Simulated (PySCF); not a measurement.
Consider CH2Cl3SSi (SMILES [S][SiH2]C(Cl)(Cl)Cl) (doublet).

```yaml
atoms:
  - { symbol: S, position_ang: [1.7709, 1.8514, 0.0502] }
  - { symbol: Si, position_ang: [1.0438, -0.0941, 0.0099] }
  - { symbol: C, position_ang: [-0.9289, -0.0210, -0.0185] }
  - { symbol: Cl, position_ang: [-1.5488, 0.7767, 1.4296] }
  - { symbol: Cl, position_ang: [-1.5104, 0.8185, -1.4591] }
  - { symbol: Cl, position_ang: [-1.5089, -1.6918, -0.0483] }
  - { symbol: H, position_ang: [1.3679, -0.7991, -1.2196] }
  - { symbol: H, position_ang: [1.3234, -0.8313, 1.2312] }
```

Geometry: GFN2-xTB.

The calculation used UKS B3LYP, pcH-1 on C Cl H S Si, non-relativistic, mean-field spin-orbit, GIAO (PySCF).

**Predict the electron density, electron localisation function and spin density between the atoms.**

C–Cl (1.77 Å): the density is about 1.4 e/Å³ at the midpoint; the ELF peaks at about 0.90 between the atoms (a shared electron pair).
C–Si (1.97 Å): ρ at the midpoint is about 0.83 e/Å³; the ELF peaks at about 1 between the atoms; a covalent bond.
Si–S (2.08 Å): ρ is about 0.93 e/Å³ halfway; the ELF peaks at about 0.90 between the atoms (a shared electron pair).
The unpaired spin (1 electron) lies mostly on S1 (about 0.9), in electrons by Hirshfeld's partition.

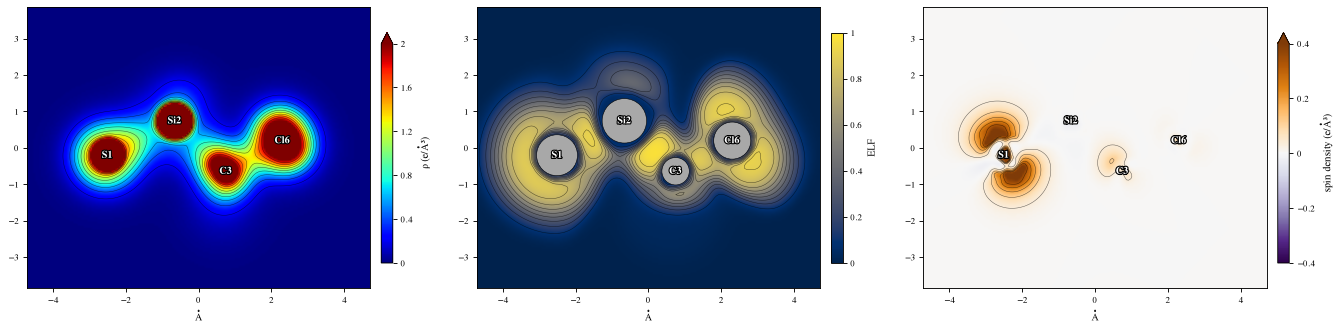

Computed electron density, electron localisation function and spin density on the plane of atoms S1, Si2 and C3, in this order. Grey discs cover the atomic cores in the ELF map. 
